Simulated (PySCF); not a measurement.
F₂ (charge −1, doublet)

```yaml
atoms:
  - { symbol: F, position_ang: [0.0000, 0.0000, -1.0060] }
  - { symbol: F, position_ang: [0.0000, 0.0000, 1.0060] }
```

Method: PBE0/aug-cc-pVDZ-DK/X2C, spin-free X2C-1e, Gaussian nucleus, at a bond length of 2.012 Å in PySCF 2.14.0.

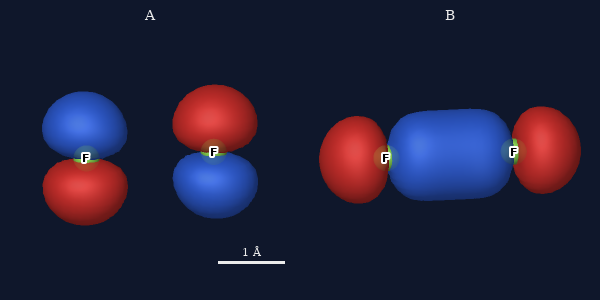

Figure 1. Two frontier β-spin orbitals, each drawn at the value that holds 80 % of its norm (red and blue are the two phases), in no order; of a degenerate pair one member is drawn.

Question: Name the orbitals and rank them from lowest to highest energy.

Answer: Orbital B: σg, occupied in this spin, −2.43 eV; with no node between the nuclei.
Orbital A: πg, occupied in this spin, −2.37 eV; antibonding, with a node between the atoms.

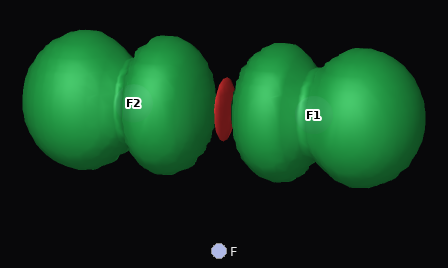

Figure 2. Isosurfaces of the spin density (α minus β) at +0.02 (green) and −0.02 e/Å³ (red), seen from one side.

Question: Describe the spin distribution.

Answer: The unpaired spin (1 electron) lies mostly on F1 (about 0.5) and F2 (about 0.5), in electrons by Hirshfeld's partition.

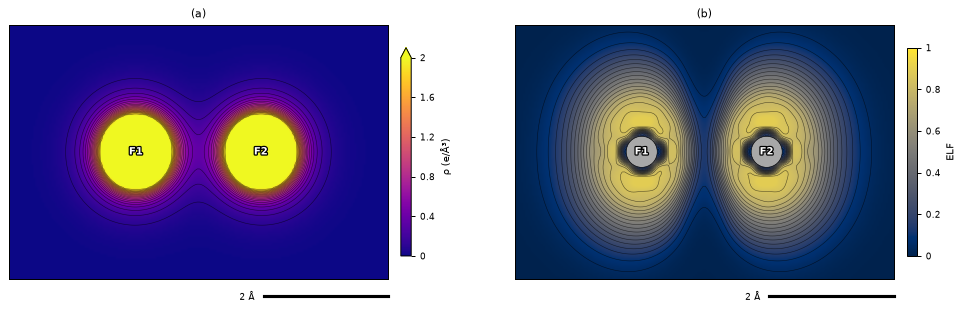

Figure 3. (a) electron density; (b) ELF on a plane that holds the molecular axis. Grey discs cover the atomic cores in the ELF map.

Question: Describe what can be read from this map.

Answer: The plane passes through F nuclei. F–F (2.01 Å): the density is about 0.36 e/Å³ at the midpoint; the ELF peaks at about 0.85 in the valence shell of F, 0.5 Å from its nucleus, and drops to about 0.15 between the two atoms.
